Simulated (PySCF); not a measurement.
# C₃H₅FO, SMILES `O=CCCF`: electronic structure

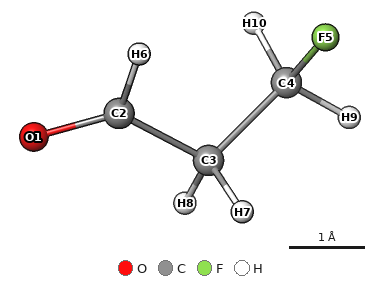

The molecule, with its atoms numbered as below. No frequency check shows the geometry to be a minimum.

Geometry (Å), atoms numbered from 1:

```
O1      -2.2754    0.1639   -0.1648
C2      -1.1160    0.3562    0.0602
C3      -0.1005   -0.7231    0.3349
C4       1.2260   -0.4501   -0.3657
F5       1.8037    0.6886    0.1372
H6      -0.6920    1.3767    0.0963
H7       0.0699   -0.7353    1.4157
H8      -0.4926   -1.6941    0.0312
H9       1.9368   -1.2651   -0.1960
H10      1.0904   -0.2886   -1.4400
```

### 1. Bonding charge

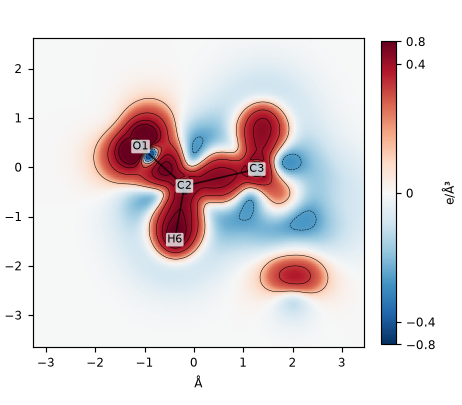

Deformation density (molecule less spherical, spin-averaged free atoms) in the plane of O1, C2, C3 and H6; colour scale in e/Å³, logarithmic beyond ±0.1; red: gain, blue: loss.

Computed with PySCF, ωB97X/6-31G*, geometry: GFN2-xTB.

Q: Describe the bonding that the map shows.

A: C2–H6: +0.71 e/Å³ at the bond critical point (bond length 1.11 Å, Mayer order 0.9). O1–C2: +0.62 e/Å³ at the bond critical point (bond length 1.20 Å, Mayer order 2.0). C2–C3: +0.53 e/Å³ at the bond critical point (bond length 1.51 Å, Mayer order 0.9). In all, 2.2 electrons gather in the regions of gain relative to the promolecule.

Q: Where do the Hirshfeld charges lie?

A: The highest Hirshfeld charge is on C2 (+0.14 e), the lowest on O1 (−0.23 e).

```csv
atom,charge (e)
O1,−0.23
C2,+0.14
C3,−0.07
C4,+0.04
F5,−0.12
H6,+0.04
H7,+0.06
H8,+0.05
H9,+0.05
H10,+0.04
```

### 2. Local ionisation energy

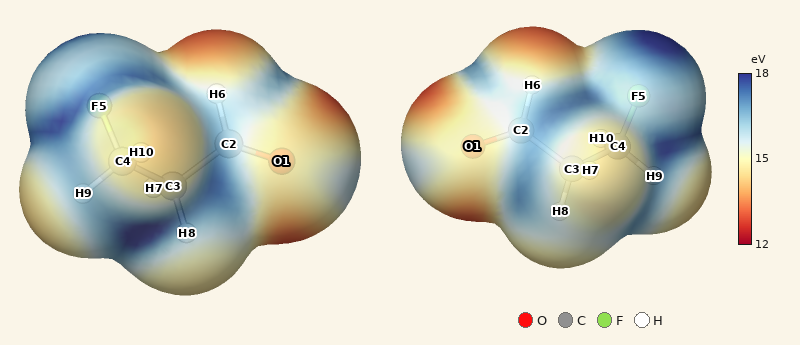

Average local ionisation energy on the surface of electron density 0.001 a.u. (back view left, front view right).

Q: Where are the most loosely bound electrons on this surface?

A: The lowest value is 12.9 eV, 1.8 Å from O1. Further minima include 12.9 eV, 1.8 Å from O1; 13.1 eV, 1.4 Å from H6; 14.2 eV, 1.4 Å from H10. For comparison, the highest occupied orbital lies at −9.7 eV.

Q: What volume does the surface enclose, and what is the dipole moment?

A: About 93 Å³; the dipole moment is 2.3 D.

### 3. Stretching a bond

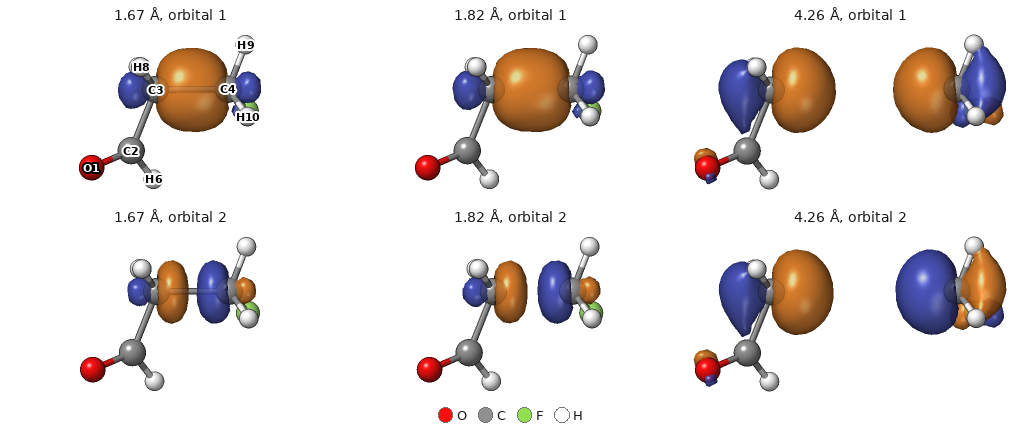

Rigid stretch of the C3–C4 bond. The two CASSCF(2,2) natural orbitals nearest half filling (orbital 1 the more occupied).

PySCF calculation, 6-31G* basis, gas phase; geometry: GFN2-xTB.

Q: How do the occupations change along the stretch?

A: 1.67 Å: 1.97 and 0.03; 1.82 Å: 1.96 and 0.04; 4.26 Å: 1.08 and 0.92. At the longest distance computed (4.26 Å) they are 1.08 and 0.92, and the effective number of unpaired electrons is 2.0.

Q: Where does the UHF solution part from RHF?

A: Between 2.05 Å (⟨S²⟩ = 0, the two coincide) and 2.36 Å (⟨S²⟩ = 0.62); at 4.26 Å ⟨S²⟩ is 1.06 and UHF lies 5.2 eV below RHF.

Q: How much energy does the stretch cost?

A: By CASSCF, 4.2 eV from the lowest point of the scan (1.52 Å) to 4.26 Å; RHF gives 8.8 eV from its own lowest point. The fragments aren't relaxed and dynamic correlation is missing, so this isn't a bond dissociation energy.
